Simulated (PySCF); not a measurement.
C5H15O2Si (cation, charge +1), SMILES CCO[SiH](C)[OH+]CC at its GFN2-xTB optimised geometry (Å):

```
23

C     -1.0890     2.5953     0.3722
C     -0.2880     1.4635     0.9866
O     -0.0623     0.4620     0.0000
Si     0.5966    -0.9884     0.0000
C     -0.3014    -2.3713     0.9114
O      0.1758    -1.2491    -1.7210
C      0.6155    -2.3145    -2.5861
C     -0.4355    -2.6093    -3.6353
H     -1.2612     3.3615     1.1215
H     -0.5473     3.0373    -0.4597
H     -2.0498     2.2327     0.0168
H      0.6818     1.8188     1.3425
H     -0.8255     1.0139     1.8245
H      2.0498    -0.9884     0.0000
H      0.0418    -3.3615     0.6236
H     -1.3774    -2.3316     0.7358
H     -0.1528    -2.2947     1.9858
H     -0.1403    -0.4799    -2.2213
H      1.5663    -2.0313    -3.0457
H      0.7788    -3.1733    -1.9365
H     -0.1060    -3.4388    -4.2536
H     -0.5935    -1.7490    -4.2822
H     -1.3792    -2.8835    -3.1709
```

Method: PBE0/def2-SVP (PySCF 2.14.0). Cells within 0.4 Å of a nucleus heavier than hydrogen are left out (blank, or x).

Map of the log10 of the electron density (e/bohr³), floored at −4 on the plane z = 0.0 Å:

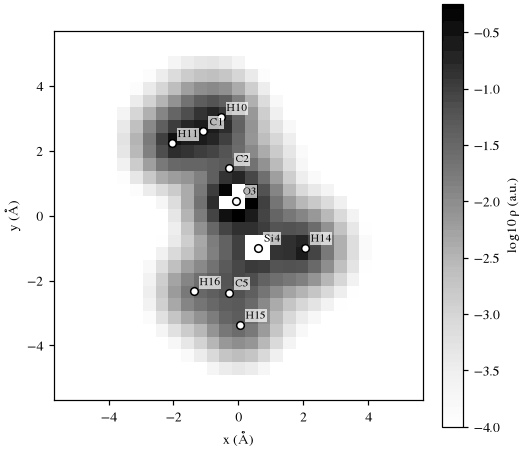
Fig. 1. Log10 of the electron density (e/bohr³), floored at −4 on the plane z = 0.0 Å.
